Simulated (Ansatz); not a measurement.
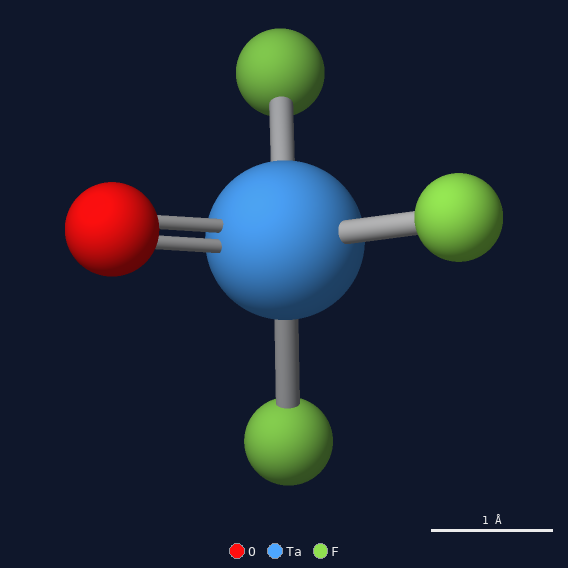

Ball-and-stick drawing of a structure.

Charge 0, singlet. The computed structure is the end point of a PBE0-D4/def2-TZVP optimisation.

Which formula does it have?

Answer. TaOF3, 5 atoms: 1 tantalum, 1 oxygen and 3 fluorine.

How many atoms are distinct by symmetry?

Answer. 3: 1 O, 1 Ta, 3 F.

More results for the same structure follow; atom numbers are the same in all pictures, views and colours differ.

## Shape

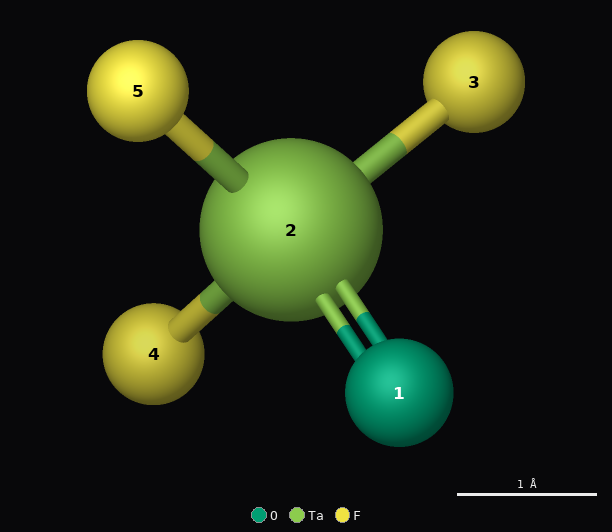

The atoms are numbered.

Which atoms are bonded, and how long are the bonds?

```json
{"bond": "O1–Ta2", "length (Å)": "1.706"}
{"bond": "Ta2–F3", "length (Å)": "1.867"}
{"bond": "Ta2–F4", "length (Å)": "1.867"}
{"bond": "Ta2–F5", "length (Å)": "1.867"}
```

## Levels of theory compared

Program: Ansatz 0.2.0.

At this fixed geometry, give dipole (D) at these levels: B3LYP-D4/def2-TZVPP; PBE-D4/def2-TZVPP; PBE0-D4/def2-TZVP; r2SCAN-D4/def2-TZVPP; ωB97M-V/def2-TZVPP.

```tsv
level	dipole (D)
B3LYP-D4/def2-TZVPP	1.82
PBE-D4/def2-TZVPP	1.72
PBE0-D4/def2-TZVP	1.78
r2SCAN-D4/def2-TZVPP	1.80
ωB97M-V/def2-TZVPP	1.91
```

## Charges

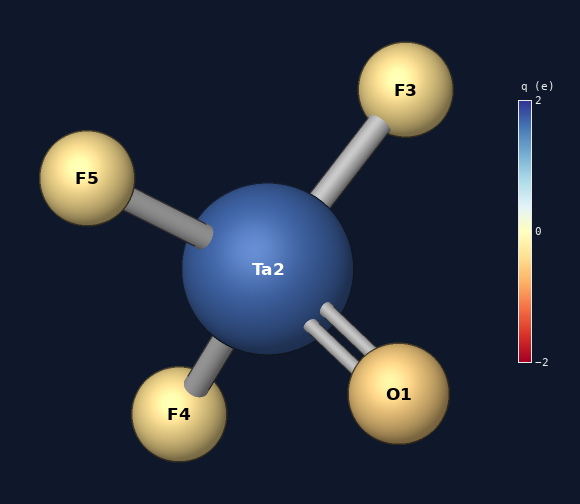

Atoms are coloured by their Mulliken charges. Level of theory: RKS PBE0-D4/def2-TZVP, core potentials on Ta (Ansatz 0.2.0).

Give the Mulliken charges atom by atom.

```
atom  value (e)
  O1      −0.51
 Ta2       1.67
  F3      −0.39
  F4      −0.39
  F5      −0.39
```

## Vibrations

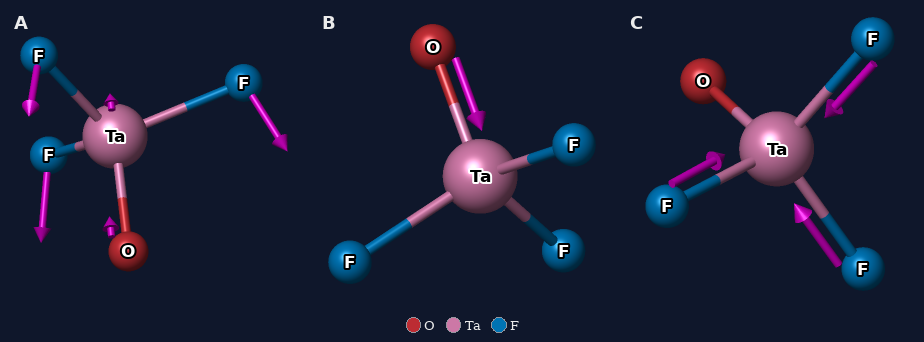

3 normal modes of one molecule or complex, as arrows. Harmonic vibrations computed with RKS PBE0-D4/def2-TZVP, core potentials on Ta (Ansatz 0.2.0) at a stationary point of the same level.

Match the panels to the wavenumbers 197 cm⁻¹, 698 cm⁻¹, 1038 cm⁻¹.

Answer. A: 197 cm⁻¹, angle bending
B: 1038 cm⁻¹, Ta–O stretching
C: 698 cm⁻¹, in-phase stretching of 3 Ta–F bonds

## Thermal motion

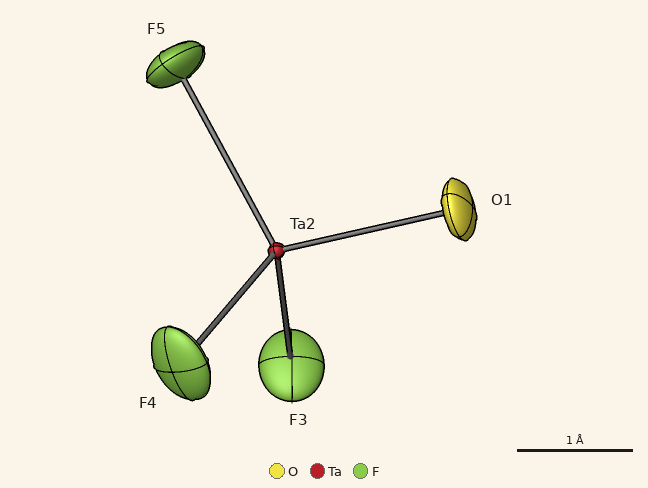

Displacement ellipsoids at the 50 % level, enlarged 2 times, from the internal vibrations of the free molecule (harmonic, no overall translation or rotation; no half-axis is drawn under 0.075 Å). Vibrations computed with RKS PBE0-D4/def2-TZVP, core potentials on Ta (Ansatz 0.2.0). Temperature: 600 K.

Which atom moves most?

Answer. F3, F4, F5, with U_eq = 0.0083 Å².

Give the displacement parameters, one line for each set of equivalent atoms.

```csv
atom,U_eq (Å²),rms amplitudes (Å)
O1,0.0059,"0.040, 0.090, 0.090"
Ta2,0.00033,"0.018, 0.018, 0.019"
"F3, F4, F5",0.0083,"0.047, 0.092, 0.119"
```

Mulliken values depend strongly on the basis set and can even reverse the polarity of a bond.
